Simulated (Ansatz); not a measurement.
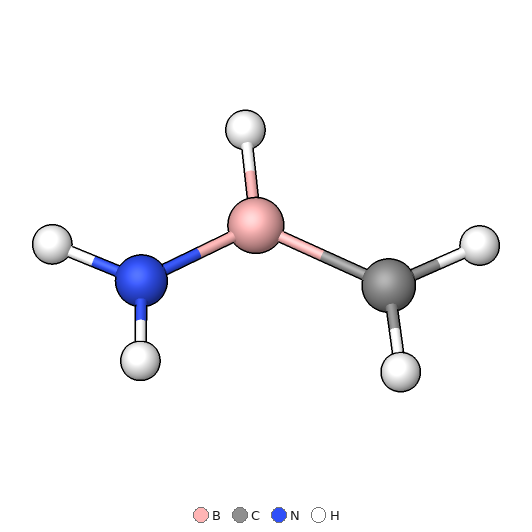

The picture shows the input geometry.

The calculation was set up as follows.

```yaml
crystal:
  periodic: [false, false, false]
  atoms:
    - {symbol: B, position_ang: [0.259945, 0.401828, 0.283266]}
    - {symbol: C, position_ang: [-1.006335, 0.569347, -0.559857]}
    - {symbol: N, position_ang: [0.878327, -0.848382, 0.399808]}
    - {symbol: H, position_ang: [-1.477323, -0.252135, -1.096638]}
    - {symbol: H, position_ang: [-1.514836, 1.521038, -0.674928]}
    - {symbol: H, position_ang: [0.759088, 1.324535, 0.865440]}
    - {symbol: H, position_ang: [1.709891, -1.000276, 0.943055]}
    - {symbol: H, position_ang: [0.533352, -1.679301, -0.051505]}
basis:
  gaussian: {orbitals: def2-TZVPP}
magnetization: {spin_polarized: true, initial_magnetization: 1}
correlation: {method: ccsd_t}
scf: {omitted_lower_state_checks: [cluster_reference]}
```

Command:

```sh
ansatz run in.yaml --threads 2 --pin off --events-out ev --progress --plain --max-ram 4352MiB
```

Output:

```
Functional definition: HF
  name "HF"
  cite "Fock, Z. Phys. 61, 126 (1930) doi:10.1007/BF01340294"
  parent pbe
  exchange = exact_x
  correlation = 0
these checks for a lower state are left out or cut short: cluster_reference
950 factors; integrals over basis functions are off by at most 9.2e-4 eV
mean field evaluation 1: about -3261.6047 eV, gradient 2.4e1 eV
mean field evaluation 2: about -3261.6069 eV, gradient 2.4e1 eV
mean field evaluation 4: about -3264.5177 eV, gradient 2.7e0 eV
mean field evaluation 8: about -3264.5827 eV, gradient 1.6e-1 eV
mean field -3264.58347246 eV, -119.9712297988 hartree, gradient 2.9e-6 eV, S^2 0.762358; 0 other end points of the search recorded, 0 dependent functions left out
3 core orbitals not correlated: weight in the atoms' cores, before any rotation towards them, 1.000 or more for the frozen orbitals, at most 0.000 for the correlated occupied ones
reference -3264.58347246 eV, -119.9712297988 hartree; 9, 8 occupied and 151, 152 virtual orbitals, 950 factors
second order -12.53246814 eV of doubles, -0.00000000 eV of singles
cycle   1  -13.10192141 eV  change   -5.7e-1 eV  update   7.2e-2
cycle   2  -13.41305421 eV  change   -3.1e-1 eV  update   2.3e-2
cycle   3  -13.47732413 eV  change   -6.4e-2 eV  update   1.4e-2
cycle   4  -13.47409543 eV  change    3.2e-3 eV  update   6.0e-3
cycle   5  -13.47423737 eV  change   -1.4e-4 eV  update   3.6e-3
cycle   6  -13.47490570 eV  change   -6.7e-4 eV  update   1.4e-3
cycle   7  -13.47492028 eV  change   -1.5e-5 eV  update   6.0e-4
cycle   8  -13.47509081 eV  change   -1.7e-4 eV  update   2.0e-4
cycle   9  -13.47507595 eV  change    1.5e-5 eV  update   6.6e-5
cycle  10  -13.47505887 eV  change    1.7e-5 eV  update   2.1e-5
perturbative correction -0.49006499 eV, -0.0180095563 hartree
Total energy: -3278.54859633 eV, -120.4844386349 hartree
Checks for a lower state left out: cluster_reference
```
